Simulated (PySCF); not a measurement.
## A study: (MgO)3 ring (Mg$_{3}$O$_{3}$)

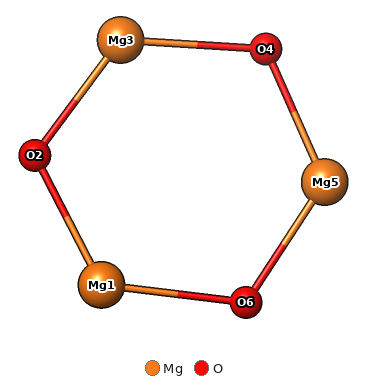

The molecule, with its atoms numbered as below. No frequency check shows the geometry to be a minimum.

Coordinates in Å:

```
Mg1      1.3321    1.1104    0.0000
O2       1.6843   -0.6193    0.0000
Mg3      0.2956   -1.7088    0.0000
O4      -1.3784   -1.1490    0.0000
Mg5     -1.6277    0.5984    0.0000
O6      -0.3058    1.7683    0.0000
```

### 1. Bonding charge

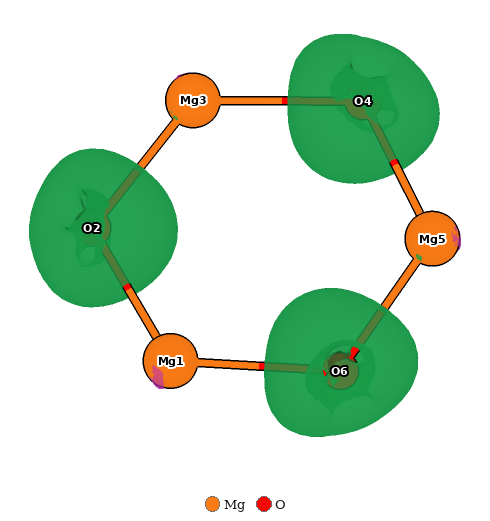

Deformation density (molecule less spherical, spin-averaged free atoms at the same positions), surfaces at ±0.15 e/Å³; green: gain, purple: loss.

PySCF calculation, PBE0/def2-SVPD, gas phase; geometry: GFN2-xTB.

Q: Describe the bonding that the map shows.

A: O2–Mg3, O4–Mg5, Mg1–O6, Mg1–O2 and 2 more like them: +0.02 e/Å³ at the bond critical point (bond length 1.76 Å); up to 0.6 Å beside the axis the gain reaches +0.24 e/Å³. In all, 2.5 electrons gather in the regions of gain relative to the promolecule. A small or negative value marks a very polar bond, one between electron-rich atoms, whose free-atom densities already overlap strongly, a long bond to a heavier atom, or a closed-shell contact such as a hydrogen bond.

Q: Where do the Hirshfeld charges lie?

A: The highest Hirshfeld charge is on Mg1, Mg3 and Mg5 (+0.67 e), the lowest on O2, O4 and O6 (−0.67 e).

### 2. Bond critical points

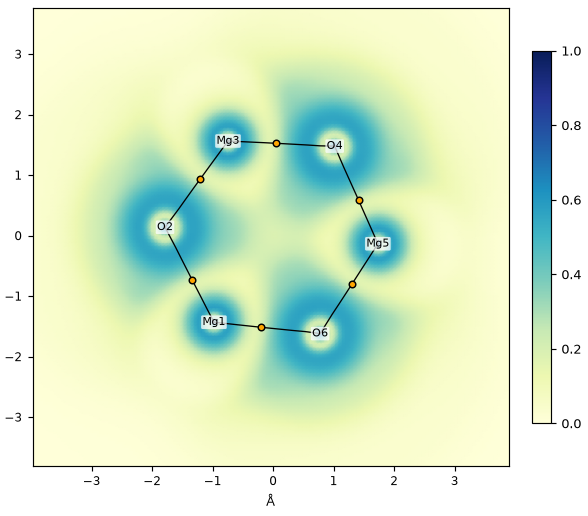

Localised orbital locator (LOL) in the molecular plane, with bond paths and bond critical points (dots).

Q: What values does LOL take at the bond critical points in this plane?

A: O2–Mg3, O4–Mg5, Mg1–O6, Mg1–O2 and 2 more like them: about 0.20. Values above 0.5 mark slow, localised electrons, as in shared pairs; low values at a critical point mark a polar or closed-shell contact whose critical point lies between the shells.

Q: Where along O2–Mg3 does the critical point lie?

A: 0.98 Å from O2 and 0.79 Å from Mg3.

### 3. Electrostatic potential

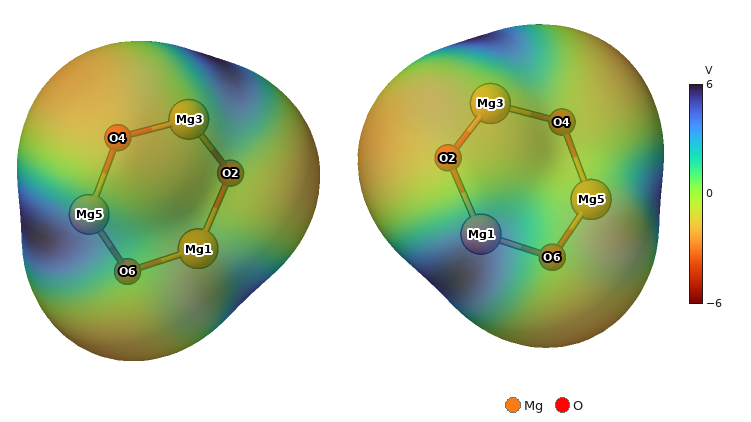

Electrostatic potential on the surface of electron density 0.001 a.u. (back view left, front view right).

Q: Where are the extremes of the potential on the surface?

A: Highest: 5.98 V, 1.4 Å from Mg5. Lowest: −2.24 V, 1.9 Å from O4. The surface is sampled at points, so like sites can differ by a few per cent and only the strongest of them is named.

### 4. Localised orbitals

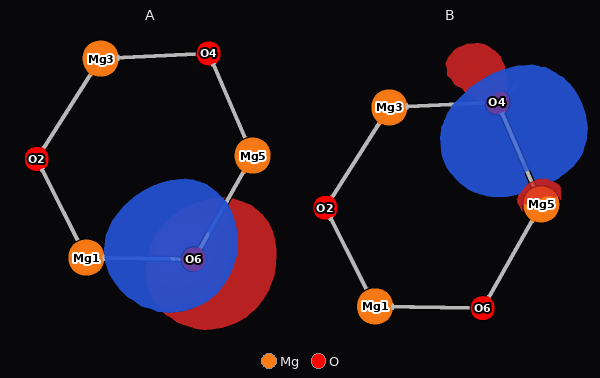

Pipek–Mezey orbitals, occupied; each surface holds about 85 % of the orbital's density. Energies are diagonal elements of the Fock matrix.

PySCF calculation, TPSSh/def2-TZVP, gas phase; geometry: GFN2-xTB.

Q: Name the orbitals, with their atomic make-up and energies.

A: By panel:
- A: lone pair on O6 (p-type) (O6 96 %; −5.7 eV)
- B: pair mostly on O4, directed at Mg5 (a polar σ bond or a donated lone pair) (O4 90 %, Mg5 9 %; −12.8 eV)

The PySCF runs shown took 13 s and 53 s on 1 thread of Arm Neoverse V2, on a shared host.
